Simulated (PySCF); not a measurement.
# C2H10GeSi (GeHMe2(SiH3)): the cost of one run

The runs use PySCF 2.14.0, with density-fitted response routines of our own; the level of theory stands in each step. All values are computed, except where a source is named. Atoms count from 0, in the outputs and in this text.

## 1. The molecule as given

14 atoms, charge 0, multiplicity 1; geometry from: GFN2-xTB. The atoms were then displaced at random by about 0.03 Å, so the start is not that level's minimum.

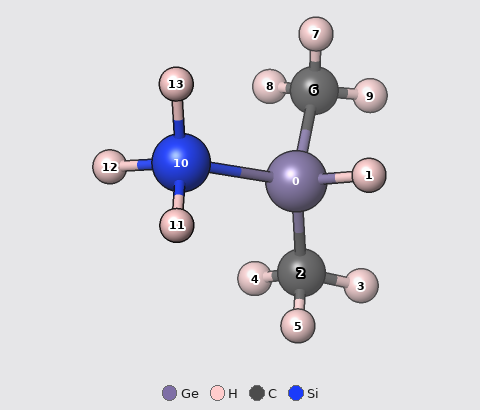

As it starts; germanium purple, hydrogen pink, carbon dark grey, silicon blue, atoms numbered; sticks join atoms by distance.

## 2. Relaxing the molecule at PBE0-D3(BJ)/def2-SVP

What the job is given:

```
{"job": {"xc": "PBE0", "basis": "def2-SVP", "d3": "d3bj", "grid": 1, "maxiter": 40, "shake": 0.03, "kind": "geom"}, "charge": 0, "multiplicity": 1}
Ge     0.098700    -0.015300     0.535290
H      0.077670     0.134800     2.038430
C      1.864510     0.146540    -0.103300
H      2.518110     1.045910     0.304440
H      1.968780     0.175680    -1.194660
H      2.477160    -0.702290     0.241630
C     -0.814690     1.732200    -0.063360
H     -1.822900     1.810370     0.275380
H     -0.868630     1.813810    -1.091890
H     -0.319840     2.603070     0.337780
Si    -1.102800    -1.887700    -0.167710
H     -0.463130    -3.078540     0.409110
H     -1.091920    -1.979890    -1.680370
H     -2.540430    -1.842470     0.202460
```

The run is started by

```console
OMP_NUM_THREADS=1 python probes_run.py task.json out
```

The driver reads the jobs from task.json and runs them one after another.

**Question.** How long does this first job take on 1 thread of Intel Xeon at 2.50GHz, shared host, and how much memory does it need?

About 1.8 min, with a peak of 0.52 GiB.
